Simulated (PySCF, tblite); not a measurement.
# BH12N3Si3: geometry, infrared bands and NMR shifts

Aim: predict the infrared bands and NMR shifts of BH12N3Si3 (`N[SiH2]N([SiH3])BN[SiH3]`).

Computed with tblite 0.8.0 and PySCF 2.14.0, with density-fitted response routines of our own, on a single molecule in the gas phase. Atoms count from 0, in the outputs and in this text.

**1. The starting structure**

19 atoms, charge 0, multiplicity 1; geometry from: force field or distance geometry start.

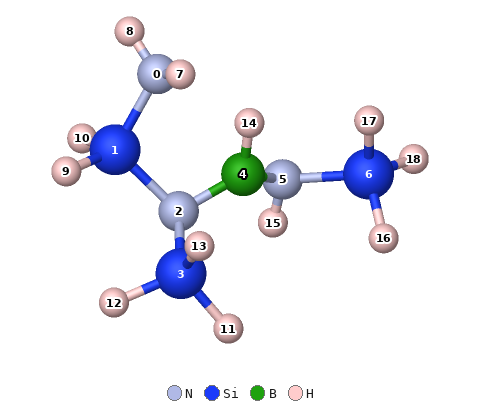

As it starts; nitrogen light blue, silicon blue, boron green, hydrogen pink, atoms numbered.

**2. Geometry optimisation with GFN2-xTB**

Job settings and geometry (Å):

```
{"job": {"kind": "relax", "xc": "GFN2-xTB", "basis": "xTB"}, "charge": 0, "multiplicity": 1}
N     -1.083300     2.142800     0.753000
Si    -1.800100     1.163900    -0.560100
N     -0.746400    -0.271300    -0.758200
Si    -1.506500    -1.773300    -0.220200
B      0.540600     0.039600    -0.059600
N      1.855700     0.072100    -0.843700
Si     3.077900    -0.522900     0.340100
H     -1.156900     1.724300     1.697700
H     -1.347500     3.142400     0.714900
H     -3.191400     0.795000    -0.330700
H     -1.681700     1.949000    -1.797300
H     -0.692000    -2.976400    -0.528700
H     -2.807600    -1.916700    -0.884200
H     -1.780500    -1.771800     1.235800
H      0.491900     0.757400     0.892300
H      1.824900    -0.501000    -1.686500
H      2.825800    -1.970500     0.481500
H      2.723000     0.145400     1.613400
H      4.444300    -0.218800    -0.067000
```

Command:

```sh
> OMP_NUM_THREADS=1 python probes_run.py task.json out
```

The driver reads the jobs from task.json and runs them one after another.

**Question.** This job is followed by: GFN2-xTB harmonic vibrations, gas phase; GIAO PBE0/pcSseg-1 NMR shielding, non-relativistic, gas phase. What will the session give for the following? strongest single infrared mode (GFN2-xTB); zero-point energy (GFN2-xTB); 1H shifts against TMS (PBE0/pcSseg-1, means over atoms taken as alike); 15N shifts against NH3 (PBE0/pcSseg-1); 29Si shifts against TMS (PBE0/pcSseg-1); 11B shifts against BF3·OEt2 (PBE0/pcSseg-1).

As calculated:

| quantity | value |
| --- | --- |
| strongest single infrared mode (GFN2-xTB) | 1362 cm⁻¹, 1163 km/mol |
| zero-point energy (GFN2-xTB) | 78.4 kcal/mol |
| 1H shifts against TMS (PBE0/pcSseg-1, means over atoms taken as alike) | 5.27, 4.87, 4.80, 4.46, 2.35, 0.22 ppm |
| 15N shifts against NH3 (PBE0/pcSseg-1) | 82.5, 68.9, 17.5 ppm |
| 29Si shifts against TMS (PBE0/pcSseg-1) | -24.1, -53.0, -60.0 ppm |
| 11B shifts against BF3·OEt2 (PBE0/pcSseg-1) | 29.2 ppm |

What this shows: The optimisation took 299 steps and gained 1.818 eV; among the close pairs (by a distance rule), B4–N5 changed most, from 1.531 to 1.411 Å. The lowest mode is imaginary (24i cm⁻¹), so the xTB geometry is not a minimum. The strongest single mode, at 1362 cm⁻¹, moves mainly B4 and N5. GFN2-xTB is a fitted tight-binding method: band positions and strengths are rough. Its intensities can rank the bands wrongly. At PBE0/pcSseg-1: The widest tensor belongs to N2: span 146 ppm, with a paramagnetic part of -134 ppm.
